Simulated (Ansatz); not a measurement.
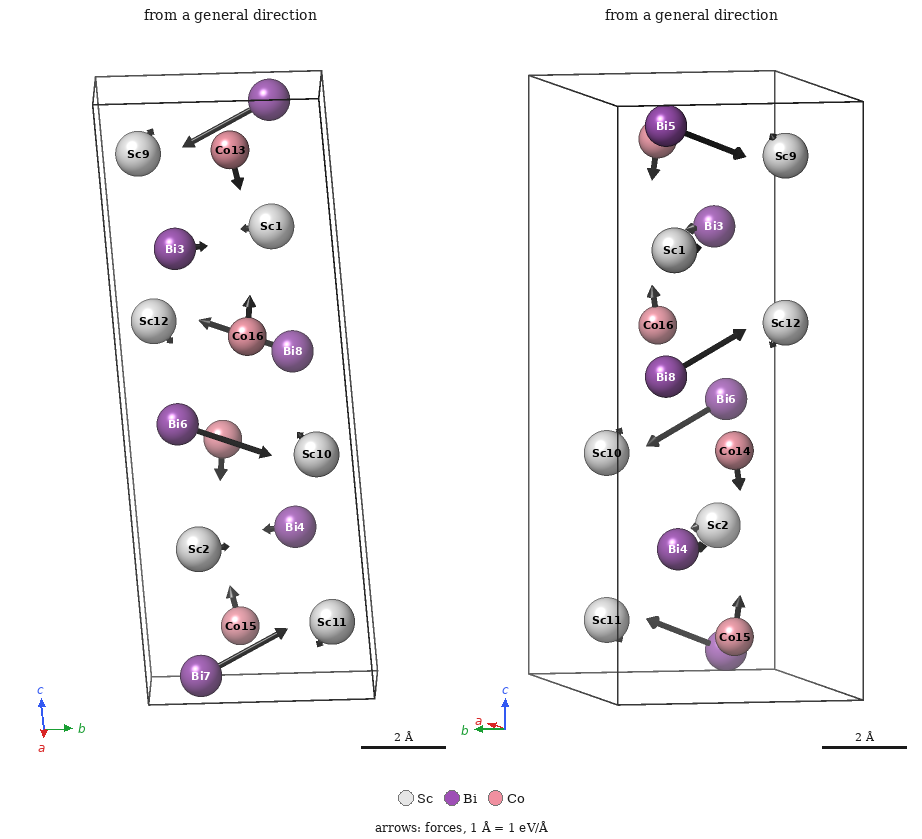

View from two general directions, drawn as a spheres-only model. The lines enclose the simulation cell; boundary atoms appear with their images. The arrows are the computed forces on the atoms.

System: Sc$_{3}$Co$_{2}$Bi$_{3}$. All computed values are from Ansatz 0.2.0, DFT, PAW plane waves, r2SCAN. Settings: an energy cutoff of 500 eV, 6×6×2 k-mesh, Gaussian smearing of 0.022 eV, no spin polarisation (a spin-restricted run, not always the ground state).

> Would an optimiser stop at this geometry?

No. The atoms still feel forces of up to about 1.9 eV/Å, far above a usual threshold of 0.01 to 0.03 eV/Å.

> Identify the atom with the maximum force.

Bi5, Bi6, Bi7 and Bi8, about 1.9 eV/Å.

The picture shows a generated cell, made by putting these elements into a known structure type (the compound may or may not exist in this form); the geometry isn't optimised. Ansatz was used for an electronic-structure calculation on it.
